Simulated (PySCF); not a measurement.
## C3H5FOSi: geometry relaxation

C3H5FOSi, computed with PBE0-D3(BJ)/def2-SVP geometry optimisation, gas phase (PySCF 2.14.0).

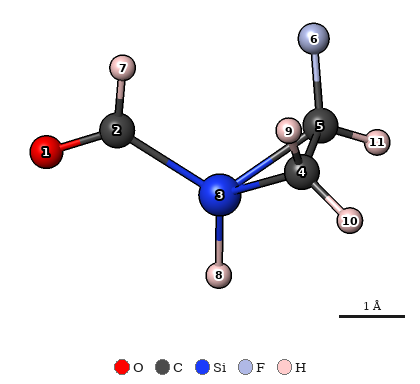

**Figure 1.** The input geometry (ball-and-stick view, seen at a tilt; atoms are numbered from 1 in the order of the input). Bond lengths as drawn: C–C 1.52 Å, C–F 1.36 Å, C–H 1.07 to 1.11 Å, C–O 1.22 Å, C–Si 1.85 to 1.90 Å and H–Si 1.46 Å.

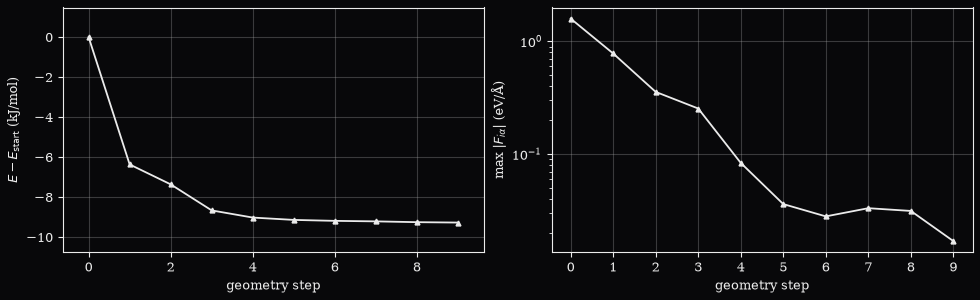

**Figure 2.** Progress of the relaxation, step by step (steps are counted from 0).

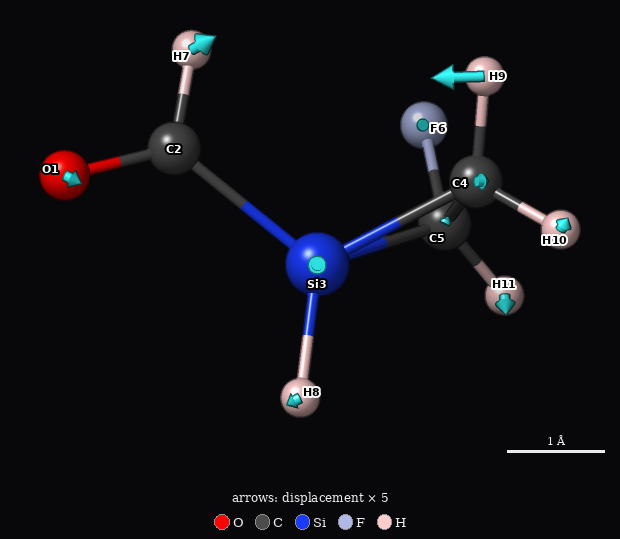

**Figure 3.** The starting structure with the displacements as teal arrows, magnified 5 times (ball-and-stick view, seen at a tilt). The two geometries are laid on each other by the best rigid fit. The largest move after the best rigid fit is that of H9, 0.11 Å. By element the largest moves are H 0.11 Å, O 0.04 Å, Si 0.04 Å, C 0.03 Å, F 0.02 Å. Among the contacts that change: Si3–C4 1.852 → 1.882 Å, C5–H11 1.071 → 1.098 Å, Si3–H8 1.455 → 1.482 Å, C2–H7 1.106 → 1.125 Å. Among the angles that change: Si3–C4–H9 122.5° → 114.9°, H9–C4–H10 108.7° → 113.1°, Si3–C5–H11 123.0° → 119.6°. After 9 geometry steps the energy has fallen by 9.27 kJ/mol. The largest force component goes from 1.6 to 0.017 eV/Å. (Atoms are counted from 1 in the order of the input.)

The input that produced these results follows, with the program's output.

**Input**
```
{"job": {"xc": "PBE0", "basis": "def2-SVP", "d3": "d3bj", "grid": 1, "shake": 0.01, "kind": "geom"}, "charge": 0, "multiplicity": 1}
O      3.038880     0.442960     0.604170
C      1.901400    -0.004820     0.627250
Si     0.439430     0.673200    -0.386610
C     -1.210920     0.319810     0.375500
C     -0.887900    -0.641050    -0.755180
F     -0.694970    -1.932230    -0.371240
H      1.705300    -0.884170     1.269460
H      0.638090     1.779080    -1.311620
H     -1.316180    -0.134140     1.375640
H     -2.076330     0.977390     0.192090
H     -1.498690    -0.621840    -1.635140
```

The first line tells a small driver script what to run in PySCF; the rest is the geometry in Å.

Run as:
```bash
OMP_NUM_THREADS=1 python <driver script> task.json out
```

**The program's output**
```
step   0  E = -581.06420454  max force = 0.030961
step   1  E = -581.06662808  max force = 0.015186
step   2  E = -581.06700724  max force = 0.006929
step   3  E = -581.06750329  max force = 0.004935
step   4  E = -581.06763934  max force = 0.001623
step   5  E = -581.06768400  max force = 0.000700
step   6  E = -581.06770210  max force = 0.000544
step   7  E = -581.06771180  max force = 0.000644
step   8  E = -581.06772717  max force = 0.000609
step   9  E = -581.06773447  max force = 0.000328
optimisation converged
```

**Trajectory as extended XYZ (Å, eV, eV/Å), 10 frames, from step=0 to step=9**
```
11
Properties=species:S:1:pos:R:3:forces:R:3 step=0 energy=-15811.56237
O     3.0389    0.4430    0.6042   -1.2822  -0.2229  -0.1676
C     1.9014   -0.0048    0.6272    1.5921   0.6321  -0.1512
Si    0.4394    0.6732   -0.3866    0.1977  -0.6421   0.1588
C    -1.2109    0.3198    0.3755   -1.0645  -0.0726  -0.0003
C    -0.8879   -0.6411   -0.7552    0.5662   0.0360   1.1108
F    -0.6950   -1.9322   -0.3712    0.2321  -0.2036   0.1174
H     1.7053   -0.8842    1.2695   -0.3931  -0.3826   0.2232
H     0.6381    1.7791   -1.3116    0.1158   0.4610  -0.2423
H    -1.3162   -0.1341    1.3756    0.3461   0.0270  -0.1799
H    -2.0763    0.9774    0.1921    0.2262   0.0521  -0.0430
H    -1.4987   -0.6218   -1.6351   -0.5364   0.3156  -0.8259
11
Properties=species:S:1:pos:R:3:forces:R:3 step=1 energy=-15811.62832
O     2.9532    0.7957    0.4531    0.6552   0.1483   0.0236
C     1.9721    0.1210    0.5940   -0.7809  -0.0968   0.0452
Si    0.3951    0.6003   -0.3658    0.0499  -0.0631  -0.0897
C    -1.2821    0.2320    0.3848   -0.1278  -0.0666   0.0295
C    -0.9002   -0.7325   -0.7116   -0.0626  -0.0071  -0.1255
F    -0.6554   -2.0156   -0.3185    0.0099   0.0078   0.0322
H     1.9383   -0.7611    1.2882    0.1196  -0.0267  -0.0076
H     0.5939    1.7457   -1.2811   -0.0522   0.0482  -0.0311
H    -1.3295   -0.1987    1.3910    0.1070  -0.0115   0.0556
H    -2.1322    0.8897    0.1772   -0.0259   0.0718  -0.0019
H    -1.5153   -0.7018   -1.6253    0.1078  -0.0043   0.0695
11
Properties=species:S:1:pos:R:3:forces:R:3 step=2 energy=-15811.63864
O     3.0044    0.7101    0.5118   -0.1777   0.2310  -0.2150
C     1.9413    0.1456    0.5829    0.1985  -0.3563   0.2313
Si    0.3791    0.6329   -0.3991    0.2630   0.2035  -0.0625
C    -1.2740    0.2339    0.3897   -0.1140  -0.0362  -0.0403
C    -0.8882   -0.7316   -0.7091    0.0345  -0.0242   0.0903
F    -0.5992   -2.0012   -0.3025   -0.0196   0.0123  -0.0054
H     1.8535   -0.7541    1.2501   -0.2140  -0.0429   0.0152
H     0.5481    1.7784   -1.3249   -0.0845   0.0088  -0.0177
H    -1.2766   -0.1887    1.4021    0.0802   0.0020  -0.0063
H    -2.1416    0.8774    0.2003    0.0120  -0.0043   0.0085
H    -1.5090   -0.7280   -1.6156    0.0216   0.0062   0.0020
11
Properties=species:S:1:pos:R:3:forces:R:3 step=3 energy=-15811.65214
O     2.9673    0.6962    0.4975   -0.1740  -0.0611   0.0513
C     1.9063    0.1256    0.5893    0.2537   0.0442  -0.1555
Si    0.3791    0.6562   -0.4194    0.1707   0.0102   0.0960
C    -1.2581    0.2381    0.3931   -0.1464  -0.0284  -0.1200
C    -0.8697   -0.7282   -0.7056   -0.0274   0.0424   0.1363
F    -0.5587   -1.9896   -0.2904    0.0070  -0.0008  -0.0226
H     1.7964   -0.7761    1.2527   -0.0807   0.0461   0.0156
H     0.5342    1.8024   -1.3490   -0.0272  -0.0327   0.0305
H    -1.2290   -0.1802    1.4075    0.0621   0.0283  -0.0209
H    -2.1365    0.8717    0.2181    0.0052  -0.0561   0.0054
H    -1.4936   -0.7413   -1.6080   -0.0430   0.0079  -0.0161
11
Properties=species:S:1:pos:R:3:forces:R:3 step=4 energy=-15811.65584
O     2.9698    0.6957    0.4984   -0.0397  -0.0636   0.0023
C     1.9120    0.1210    0.5780    0.0515   0.0835   0.0191
Si    0.3832    0.6560   -0.4197    0.0403   0.0245  -0.0143
C    -1.2584    0.2392    0.3917   -0.0676  -0.0543  -0.0442
C    -0.8708   -0.7263   -0.7031    0.0057   0.0331   0.0419
F    -0.5498   -1.9859   -0.2904   -0.0198  -0.0272  -0.0056
H     1.7833   -0.7687    1.2536   -0.0015  -0.0051  -0.0099
H     0.5329    1.8008   -1.3485   -0.0151  -0.0011  -0.0006
H    -1.2168   -0.1751    1.4063    0.0395   0.0072   0.0123
H    -2.1462    0.8591    0.2214    0.0125   0.0040   0.0021
H    -1.5014   -0.7411   -1.6018   -0.0058  -0.0010  -0.0030
11
Properties=species:S:1:pos:R:3:forces:R:3 step=5 energy=-15811.65705
O     2.9740    0.6846    0.5010   -0.0007  -0.0167  -0.0090
C     1.9086    0.1255    0.5748    0.0160   0.0277   0.0267
Si    0.3833    0.6624   -0.4263    0.0126  -0.0005  -0.0076
C    -1.2537    0.2369    0.3933   -0.0360  -0.0163  -0.0280
C    -0.8677   -0.7266   -0.7010   -0.0136  -0.0120   0.0275
F    -0.5489   -1.9877   -0.2902    0.0072  -0.0048  -0.0096
H     1.7647   -0.7626    1.2497   -0.0025  -0.0101   0.0010
H     0.5228    1.8063   -1.3571   -0.0109   0.0021  -0.0117
H    -1.1967   -0.1731    1.4090    0.0235   0.0055   0.0068
H    -2.1450    0.8524    0.2288   -0.0014   0.0082   0.0099
H    -1.5036   -0.7435   -1.5962    0.0058   0.0169  -0.0059
11
Properties=species:S:1:pos:R:3:forces:R:3 step=6 energy=-15811.65755
O     2.9778    0.6685    0.5003    0.0046   0.0099  -0.0036
C     1.9028    0.1290    0.5727    0.0000  -0.0183  -0.0002
Si    0.3822    0.6684   -0.4355   -0.0129   0.0071  -0.0033
C    -1.2488    0.2354    0.3964   -0.0076   0.0060  -0.0107
C    -0.8665   -0.7262   -0.6986    0.0192  -0.0280   0.0147
F    -0.5373   -1.9864   -0.2927   -0.0124   0.0036  -0.0089
H     1.7413   -0.7554    1.2493    0.0007   0.0030   0.0080
H     0.5094    1.8093   -1.3720   -0.0014  -0.0009  -0.0071
H    -1.1695   -0.1686    1.4133    0.0028  -0.0007   0.0005
H    -2.1463    0.8447    0.2431   -0.0016   0.0035   0.0127
H    -1.5073   -0.7441   -1.5904    0.0085   0.0149  -0.0021
11
Properties=species:S:1:pos:R:3:forces:R:3 step=7 energy=-15811.65781
O     2.9794    0.6685    0.4969    0.0086   0.0070  -0.0040
C     1.9041    0.1302    0.5720   -0.0162  -0.0086  -0.0004
Si    0.3824    0.6672   -0.4372   -0.0061  -0.0062   0.0044
C    -1.2472    0.2341    0.3981   -0.0015   0.0169  -0.0127
C    -0.8676   -0.7267   -0.6984    0.0071  -0.0331   0.0139
F    -0.5447   -1.9898   -0.2967   -0.0010   0.0111  -0.0060
H     1.7411   -0.7501    1.2539    0.0045   0.0033   0.0029
H     0.5068    1.8065   -1.3763    0.0009  -0.0039  -0.0046
H    -1.1632   -0.1697    1.4147    0.0019  -0.0029  -0.0017
H    -2.1448    0.8444    0.2490   -0.0035  -0.0009   0.0119
H    -1.5085   -0.7397   -1.5902    0.0052   0.0172  -0.0037
11
Properties=species:S:1:pos:R:3:forces:R:3 step=8 energy=-15811.65823
O     2.9822    0.6707    0.4855    0.0143   0.0057  -0.0010
C     1.9072    0.1334    0.5710   -0.0313  -0.0018  -0.0065
Si    0.3827    0.6621   -0.4394   -0.0023  -0.0078   0.0096
C    -1.2453    0.2319    0.4016    0.0035   0.0212  -0.0114
C    -0.8716   -0.7278   -0.6976   -0.0008  -0.0241   0.0098
F    -0.5588   -1.9954   -0.3041    0.0038   0.0084  -0.0003
H     1.7458   -0.7382    1.2646    0.0074   0.0035  -0.0008
H     0.5036    1.7967   -1.3848    0.0052  -0.0039  -0.0002
H    -1.1527   -0.1727    1.4172    0.0038  -0.0063  -0.0024
H    -2.1438    0.8432    0.2622   -0.0034  -0.0040   0.0059
H    -1.5116   -0.7292   -1.5902   -0.0001   0.0091  -0.0026
11
Properties=species:S:1:pos:R:3:forces:R:3 step=9 energy=-15811.65843
O     2.9830    0.6747    0.4754    0.0072   0.0025  -0.0002
C     1.9088    0.1370    0.5692   -0.0169   0.0037  -0.0044
Si    0.3823    0.6583   -0.4412   -0.0043  -0.0037   0.0062
C    -1.2441    0.2307    0.4041    0.0022   0.0125  -0.0054
C    -0.8745   -0.7294   -0.6961   -0.0032  -0.0087   0.0029
F    -0.5672   -1.9992   -0.3069    0.0026   0.0023   0.0022
H     1.7511   -0.7285    1.2711    0.0047   0.0019  -0.0021
H     0.5018    1.7890   -1.3914    0.0063  -0.0020   0.0013
H    -1.1449   -0.1753    1.4186    0.0049  -0.0043  -0.0011
H    -2.1444    0.8409    0.2720   -0.0015  -0.0036   0.0008
H    -1.5142   -0.7237   -1.5891   -0.0021  -0.0005  -0.0002
```

**Key numbers**

```json
{"quantity": "outcome", "value": "converged"}
{"quantity": "total energy", "value": "−581.067734 hartree"}
{"quantity": "dipole moment", "value": "2.64 D"}
{"quantity": "point group", "value": "C1"}
{"quantity": "hardware", "value": "1 CPU thread, shared host"}
{"quantity": "wall time", "value": "67 s"}
{"quantity": "peak memory", "value": "0.46 GiB"}
```
